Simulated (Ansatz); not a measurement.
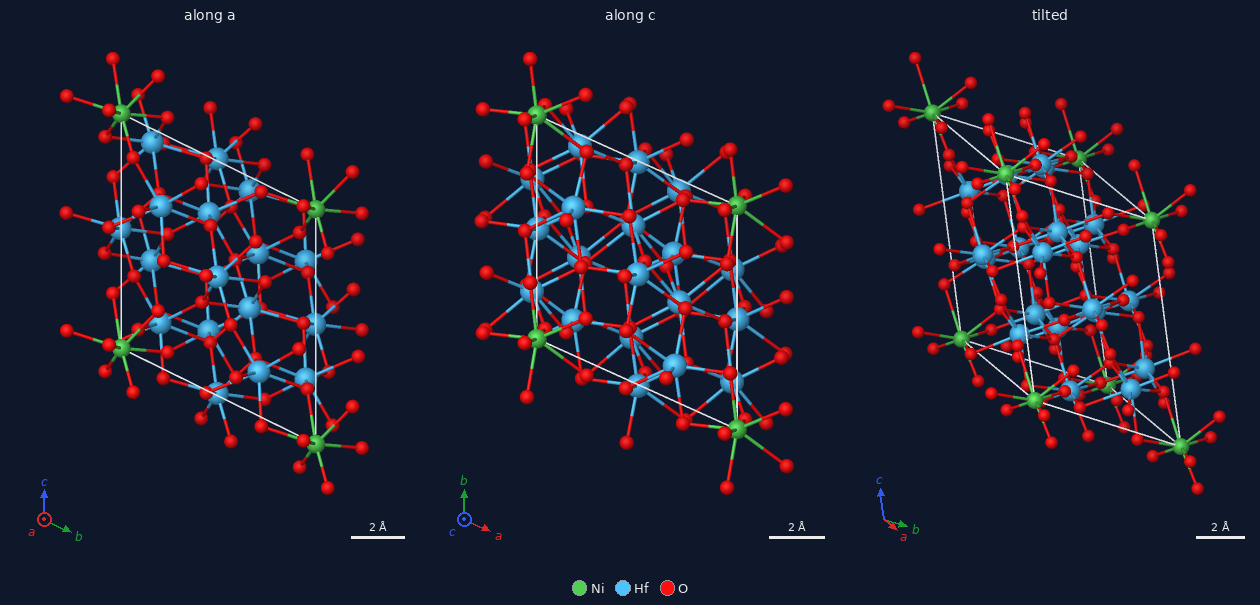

We look at a ball-and-stick model of the crystal along the a axis, along the c axis and slightly off an axis. The wireframe shows the simulation cell. Some atoms of the next cells are drawn as well.

Explain the picture.

- It has the composition Hf15NiO32.
- The atoms as placed leave only P1.
- Atoms per cell: 48 (15 Hf, 1 Ni, 32 O).

The model was built from a structure listed in the Materials Project, repeated into a supercell with a point defect put in. The atoms were relaxed in a fixed cell with Ansatz 0.2.0, DFT PBE, scalar-relativistic, plane waves, PAW.
